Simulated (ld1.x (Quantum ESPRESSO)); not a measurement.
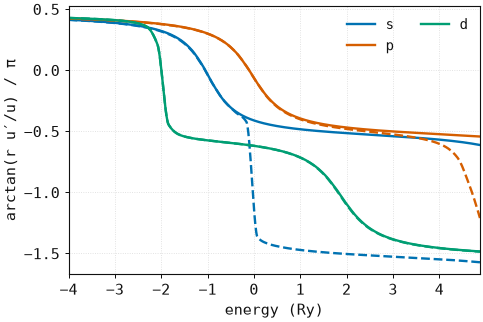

Unwrapped phase arctan(r u′/u) in units of π against energy, all-electron (solid) and pseudo (dashed); the pseudo phase is matched to the all-electron one at the reference energy. Here u = r R(r). A near-vertical step is a level narrower than the spacing of the points behind the curves.

| Item | Value |
| --- | --- |
| Element | tin |
| Generator | ld1.x (Quantum ESPRESSO) 7.5 |
| Type | norm-conserving Troullier–Martins (Kleinman–Bylander form) |
| Functional | BLYP |
| Relativity | scalar-relativistic |
| Frozen core | [Kr] |
| Valence charge | 14 |
| Reference configuration | 4d10 5s2 5p2 |
| Partial waves | 5s (bound): rc 1.68 bohr; 5p (bound): rc 2.14 bohr; 4d (bound): rc 1.04 bohr |
| Local potential | all-electron potential smoothed inside 0.92 bohr (lloc = -1) |
| Core correction | a·sin(br)/r model core inside 0.45 bohr |

**Give the range of good agreement (0.05 rad in phase) for each channel.**

s: up to about -0.2 Ry; p: up to about 2.5 Ry; d: over the whole range drawn.

**Is there a sign of a ghost state?**

Going away from the reference energies, the phases part by more than π/2 in: s at about -0.0 Ry (above its reference energy, pseudo phase lower); p at about 4.8 Ry (above its reference energy, pseudo phase lower). Such a step is either a state that only one of the two atoms has or an ordinary level shifted in energy. The separate test gives: ghost states below the valence levels: s at -381.5 eV, p at -192.6 eV. The bound ghosts lie below the range of the plot.
